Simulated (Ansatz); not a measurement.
## Electronic structure of K···K···S (quintet) in real space

```xyz
3

K     0.7137   -3.0354    2.5565
K    -0.6802    3.0509   -2.5472
S    -0.0336   -0.0155   -0.0093
```

Geometry: r2SCAN-D4/def2-TZVP.

All numbers below come from UKS PBE0-D4/def2-TZVP (Ansatz 0.2.0).

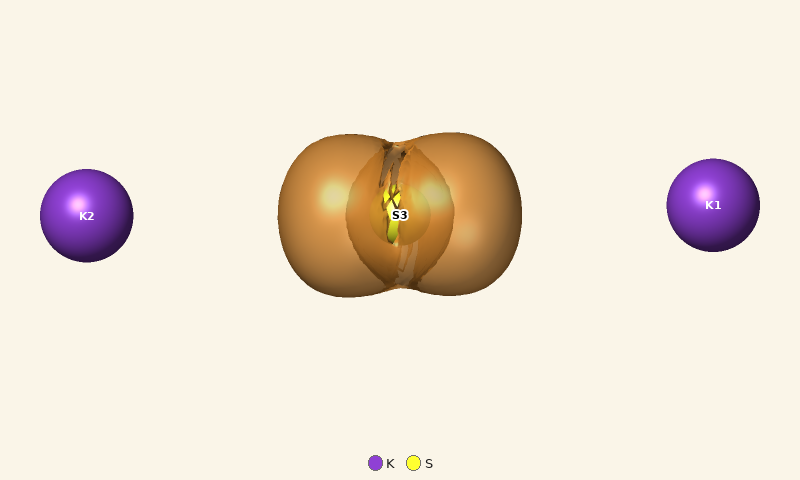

Figure 1. Isosurface of the ELF at 0.75 (orange), seen from one side. Only the valence region is drawn (cores and ρ < 0.01 e/Å³ removed).

**Describe the localisation domains.**

The surface consists of one region wrapped around S (its valence shell). Profiles from the grid: K1···S3 (4.03 Å): the ELF dips to about 0 between them; a weak contact between the two molecules.

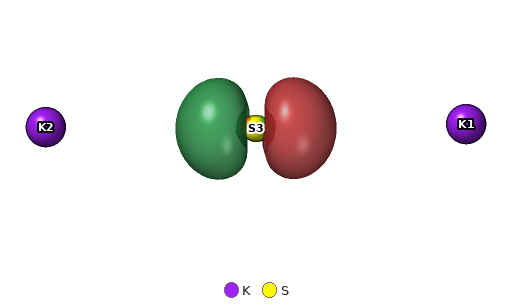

Figure 2. The HOMO (β) at ±0.2 Å⁻³ᐟ² (green and red are the two phases), seen from one side.

**Where does this orbital lie, and at what energy?**

It lies mainly on S3 (about 95 %); it is of σ type; largely a lone pair of S3. Its energy is −8.23 eV.

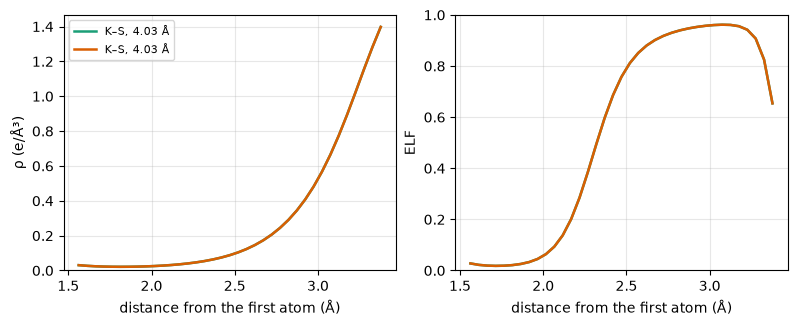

Figure 3. Electron density and ELF along straight lines between neighbouring atoms. The curves leave out the atomic cores.

**What can be read from the curves?**

K1···S3 (4.03 Å): the density falls to about 0.02 e/Å³ on the way; the ELF dips to about 0 between them; a non-bonded, intermolecular contact.
